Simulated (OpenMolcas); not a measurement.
Excited-state calculation, with input and output: C₂H₈Si (part 1 of 3)

The run: excited-state calculation of C₂H₈Si, SMILES C[SiH2]C. Method and program: MC-PDFT (tOreLYP)/ANO-R1, sfX2C (OpenMolcas 26.06).

The geometry comes from this level: PBE0-D4/def2-TZVP.

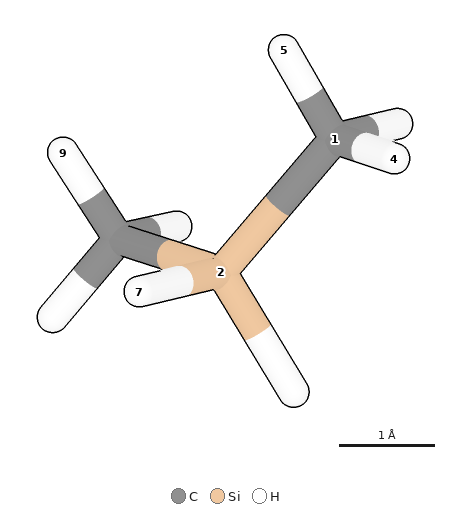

Figure 1. The input geometry (stick view, seen at a tilt; atoms are numbered from 1 in the order of the input).

Input file:
```
&GATEWAY
COORD
11
angstrom
C       -1.050200       0.967200      -0.661200
Si      -0.309200      -0.653200      -0.087600
C        1.346600      -0.392300       0.745700
H       -2.015800       0.806900      -1.146100
H       -0.391700       1.464600      -1.377800
H       -1.204900       1.644900       0.182100
H       -0.139900      -1.564200      -1.256100
H       -1.245100      -1.319300       0.863300
H        2.058200       0.075200       0.060400
H        1.772600      -1.342000       1.077400
H        1.244800       0.255200       1.620300
BASIS=ANO-R1
GROUP=NoSym
RICD
&SEWARD
&RASSCF
FILEORB=$CurrDir/step2.RasOrb
SPIN=1
NACTEL=8 0 0
INACTIVE=13
RAS2=8
CIROOT=3 3 1
ORBLISTING=Few
ORBAPPEAR=Compact
&MCPDFT
KSDFT=T:OreLYP
```

Run on 1 thread of AMD EPYC (Zen 3), 128 GiB of memory available, shared host.

Launched with:
```bash
export MOLCAS_MEM=1860
pymolcas step9.inp > step9.log
```

The program's output:
```
--- Start Module: gateway ---

                                              &GATEWAY

                       available to each process: 1.9 GB of memory, 1 thread

++    Symmetry information:
      ---------------------

                    Character Table for C1

                             E
                    a        1  x, y, xy, Rz, z, xz, Ry, yz, Rx, I
--

++    Basis set information:
      ----------------------

      Basis set label: C.ANO-R...3S2P1D.

      Electronic valence basis set:
      ------------------
      Associated Effective Charge   6.000000 au
      Associated Actual Charge      6.000000 au
      Nuclear Model: Finite nucleus - Gaussian distribution
        Gaussian exponent, Xi/bohr**(-2):  6.80775E+08

      Shell  nPrim  nBasis  Cartesian Spherical Contaminant
         s      12       3        X
         p       7       2        X
         d       3       1                 X

      Basis set label: SI.ANO-R...4S3P1D.

      Electronic valence basis set:
      ------------------
      Associated Effective Charge  14.000000 au
      Associated Actual Charge     14.000000 au
      Nuclear Model: Finite nucleus - Gaussian distribution
        Gaussian exponent, Xi/bohr**(-2):  4.34677E+08

      Shell  nPrim  nBasis  Cartesian Spherical Contaminant
         s      16       4        X
         p      11       3        X
         d       7       1                 X

      Basis set label: C.ANO-R...3S2P1D.

      Electronic valence basis set:
      ------------------
      Associated Effective Charge   6.000000 au
      Associated Actual Charge      6.000000 au
      Nuclear Model: Finite nucleus - Gaussian distribution
        Gaussian exponent, Xi/bohr**(-2):  6.80775E+08

      Shell  nPrim  nBasis  Cartesian Spherical Contaminant
         s      12       3        X
         p       7       2        X
         d       3       1                 X

      Basis set label: H.ANO-R...2S1P.

      Electronic valence basis set:
      ------------------
      Associated Effective Charge   1.000000 au
      Associated Actual Charge      1.000000 au
      Nuclear Model: Finite nucleus - Gaussian distribution
        Gaussian exponent, Xi/bohr**(-2):  2.12482E+09

      Shell  nPrim  nBasis  Cartesian Spherical Contaminant
         s       7       2        X
         p       4       1        X
--

++    Molecular structure info:
      -------------------------

                    ************************************************
                    **** Cartesian Coordinates / bohr, angstrom ****
                    ************************************************

     Center  Label                x              y              z                     x              y              z
        1      C1              -1.984590       1.827743      -1.249487             -1.050200       0.967200      -0.661200
        2      SI2             -0.584303      -1.234369      -0.165540             -0.309200      -0.653200      -0.087600
        3      C3               2.544705      -0.741340       1.409169              1.346600      -0.392300       0.745700
        4      H4              -3.809310       1.524820      -2.165815             -2.015800       0.806900      -1.146100
        5      H5              -0.740206       2.767693      -2.603665             -0.391700       1.464600      -1.377800
        6      H6              -2.276931       3.108411       0.344119             -1.204900       1.644900       0.182100
        7      H7              -0.264373      -2.955910      -2.373685             -0.139900      -1.564200      -1.256100
        8      H8              -2.352898      -2.493116       1.631401             -1.245100      -1.319300       0.863300
        9      H9               3.889434       0.142107       0.114139              2.058200       0.075200       0.060400
       10      H10              3.349729      -2.536012       2.035991              1.772600      -1.342000       1.077400
       11      H11              2.352331       0.482258       3.061923              1.244800       0.255200       1.620300

                    ***************************************
                    *    InterNuclear Distances / bohr    *
                    ***************************************

               1 C1            2 SI2           3 C3            4 H4            5 H5            6 H6
    1 C1       0.000000
    2 SI2      3.537270        0.000000
    3 C3       5.846636        3.537440        0.000000
    4 H4       2.064224        4.692003        7.634756        0.000000
    5 H5       2.065380        4.688844        6.261532        3.340037        0.000000
    6 H6       2.065225        4.688761        6.261236        3.340017        3.341712        0.000000
    7 H7       5.206371        2.818149        5.206268        5.717231        5.747950        6.943546
    8 H8       5.206245        2.818043        5.206210        5.716974        6.943534        5.748040
    9 H9       6.261390        4.689055        2.065400        8.147438        5.976096        6.846598
   10 H10      7.634899        4.692294        2.064417        9.241070        8.147592        8.147468
   11 H11      6.261587        4.689046        2.065380        8.147515        6.847327        5.976052

               7 H7            8 H8            9 H9           10 H10          11 H11
    7 H7       0.000000
    8 H8       4.540576        0.000000
    9 H9       5.748138        6.943572        0.000000
   10 H10      5.716929        5.717122        3.340228        0.000000
   11 H11      6.943628        5.747906        3.341829        3.340254        0.000000

                    *******************************************
                    *    InterNuclear Distances / angstrom    *
                    *******************************************

               1 C1            2 SI2           3 C3            4 H4            5 H5            6 H6
    1 C1       0.000000
    2 SI2      1.871842        0.000000
    3 C3       3.093907        1.871933        0.000000
    4 H4       1.092340        2.482901        4.040139        0.000000
    5 H5       1.092952        2.481229        3.313460        1.767471        0.000000
    6 H6       1.092870        2.481185        3.313304        1.767461        1.768358        0.000000
    7 H7       2.755093        1.491300        2.755038        3.025428        3.041684        3.674366
    8 H8       2.755026        1.491244        2.755008        3.025292        3.674360        3.041732
    9 H9       3.313385        2.481341        1.092962        4.311439        3.162414        3.623064
   10 H10      4.040215        2.483055        1.092443        4.890163        4.311520        4.311455
   11 H11      3.313489        2.481336        1.092952        4.311479        3.623449        3.162391

               7 H7            8 H8            9 H9           10 H10          11 H11
    7 H7       0.000000
    8 H8       2.402769        0.000000
    9 H9       3.041784        3.674380        0.000000
   10 H10      3.025269        3.025371        1.767572        0.000000
   11 H11      3.674410        3.041661        1.768420        1.767586        0.000000

                    **************************************
                    *    Valence Bond Angles / degree    *
                    **************************************
                          Atom centers                 Phi
                      4 H4       1 C1       5 H5       107.96
                      4 H4       1 C1       6 H6       107.96
                      5 H5       1 C1       6 H6       108.00
                      7 H7       2 SI2      8 H8       107.34
                      9 H9       3 C3      10 H10      107.96
                      9 H9       3 C3      11 H11      108.00
                     10 H10      3 C3      11 H11      107.96
--

            Nuclear Potential Energy            114.15850419 au

--- Stop Module: gateway /rc=_RC_ALL_IS_WELL_ ---
--- Module gateway spent 1 second ---

--- Start Module: seward ---

                                              &SEWARD

                       available to each process: 1.9 GB of memory, 1 thread

               SEWARD will generate:
                  Multipole Moment integrals up to order  2
                  Kinetic Energy integrals
                  Nuclear Attraction integrals (finite nuclei - Gaussian type)
                  One-Electron Hamiltonian integrals
                  Velocity integrals
                  Relativistic X2C integrals
                  Orbital angular momentum around ( -0.1578  -0.3574  -0.0445 )
                  Velocity quadrupole around ( -0.1578  -0.3574  -0.0445 )
                  Atomic mean-field integrals
                  RI decomposed two-electron repulsion integrals stored Cholesky style
                   - acCD auxiliary basis
                   - CD Threshold:   1.00E-04

                   Integrals are discarded if absolute value <: 1.00E-14
                   Integral cutoff threshold is set to       <: 1.00E-16

            Nuclear Potential Energy            114.15850419 au

      Basis set specifications :
      Symmetry species         a
      Basis functions           86

--- Stop Module: seward /rc=_RC_ALL_IS_WELL_ ---
--- Module seward spent 5 seconds ---

--- Start Module: rasscf ---

                                              &RASSCF

                       available to each process: 1.9 GB of memory, 1 thread

      Header of the ONEINT file:
      --------------------------

      OrdInt status: non-squared

      Cartesian coordinates in angstrom:
      -----------------------------------------------------
      No.  Label        X            Y            Z
      -----------------------------------------------------
       1   C1        -1.05020000   0.96720000  -0.66120000
       2   SI2       -0.30920000  -0.65320000  -0.08760000
       3   C3         1.34660000  -0.39230000   0.74570000
       4   H4        -2.01580000   0.80690000  -1.14610000
       5   H5        -0.39170000   1.46460000  -1.37780000
       6   H6        -1.20490000   1.64490000   0.18210000
       7   H7        -0.13990000  -1.56420000  -1.25610000
       8   H8        -1.24510000  -1.31930000   0.86330000
       9   H9         2.05820000   0.07520000   0.06040000
      10   H10        1.77260000  -1.34200000   1.07740000
      11   H11        1.24480000   0.25520000   1.62030000
      -----------------------------------------------------
      Nuclear repulsion energy =  114.15850419

++    Wave function specifications:
      -----------------------------

      Number of closed shell electrons          26
      Number of electrons in active shells       8
      Max number of holes in RAS1 space          0
      Max nr of electrons in RAS3 space          0
      Number of inactive orbitals               13
      Number of active orbitals                  8
      Number of secondary orbitals              65
      Spin quantum number                      0.0
      State symmetry                             1
--

++    Orbital specifications:
      -----------------------

      Symmetry species                           1
                                                 a
      Frozen orbitals                            0
      Inactive orbitals                         13
      Active orbitals                            8
      RAS1 orbitals                              0
      RAS2 orbitals                              8
      RAS3 orbitals                              0
      Secondary orbitals                        65
      Deleted orbitals                           0
      Number of basis functions                 86
--

++    CI expansion specifications:
      ----------------------------

      Number of CSFs                          1764
      Number of spin combinations             2485
      Number of determinants                  4900
      Number of root(s) required                 3
      Root chosen for geometry opt.              3
      CI roots used                              1     2     3
      weights                                0.333 0.333 0.333
      highest root included in the CI            3
      max. size of the explicit Hamiltonian    200
--

++    Optimization specifications:
      ----------------------------

      RASSCF algorithm: LK RI/DF
      Maximum number of macro iterations       200
      Maximum number of SX iterations          100
      Threshold for RASSCF energy            1.000E-08
      Threshold for max MO rotation          1.000E-01
      Threshold for max BLB element          1.000E-04
      Level shift parameter                  5.000E-01
      Make Quasi-Newton update
--

      The MO-coefficients are taken from the file:
      step2.RasOrb
      Title: RASSCF average (pseudo-natural) orbitals

      Total molecular charge    0.00

      ************************************************************************************************************************
      *                                            Wave function control section                                             *
      ************************************************************************************************************************

                                         RASSCF iterations: Energy and convergence statistics
                                         ----------------------------------------------------

          iter iter root      energy       change     param      element    value   shift minimum  type update hh:mm:ss
 Nr of preliminary CI iterations:   4
        1   1    6    0  -369.80843050    0.00E+00  -6.91E-04   16  27 1  3.77E-04*  0.26   0.00    SX    NO    0:00:00
        2   1    5    0  -369.80843162   -1.11E-06*  2.94E-04    9  17 1 -1.05E-04*  0.26   0.00    SX    NO    0:00:00
        3   1    5    0  -369.80843182   -2.01E-07* -1.87E-04    9  17 1 -6.22E-05   0.26   0.00    SX    NO    0:00:00
        4   7    6    0  -369.80843714   -5.33E-06*  4.05E-04   16  27 1 -2.65E-04*  0.26   0.00    SX    NO    0:00:00
        5   4    6    0  -369.80843752   -3.82E-07* -9.80E-04   13  31 1  1.82E-04*  0.26   1.67    QN   YES    0:00:00
        6   6    6    0  -369.80843753   -4.94E-09  -4.56E-04   16  27 1  2.34E-04*  0.26   0.53    LS   YES    0:00:00
        7   5    5    0  -369.80843776   -2.30E-07* -1.03E-04   13  31 1  1.29E-04*  0.26   0.97    QN   YES    0:00:00
        8   3    5    0  -369.80843784   -7.76E-08* -1.54E-04    9  27 1  4.96E-05   0.26   2.50    LS   YES    0:00:00
        9   3    5    0  -369.80843787   -3.27E-08*  6.20E-05   11  42 1 -5.85E-05   0.26   0.82    QN   YES    0:00:00
       10   1    4    0  -369.80843789   -1.72E-08*  9.78E-05   11  42 1 -2.05E-05   0.26   1.50    QN   YES    0:00:00
       11   3    4    0  -369.80843789   -6.51E-09   7.68E-05   11  42 1  7.59E-06   0.26   1.23    QN   YES    0:00:00
      Convergence after 11 iterations
       12   3    4    0  -369.80843790   -3.25E-09   7.68E-05   11  42 1  1.13E-05   0.26   1.23    QN   YES    0:00:00

      ************************************************************************************************************************
                                                      Wave function printout:
                       occupation of active orbitals, and spin coupling of open shells (u,d: Spin up or down)
      ************************************************************************************************************************

      Note: transformation to natural orbitals
      has been made, which may change the order of the CSFs.

      printout of CI-coefficients larger than  0.05 for root  1
      energy=    -370.033082
      conf/sym  11111111     Coeff  Weight
             1  22220000   0.98866 0.97745
           113  02220020  -0.07503 0.00563
```
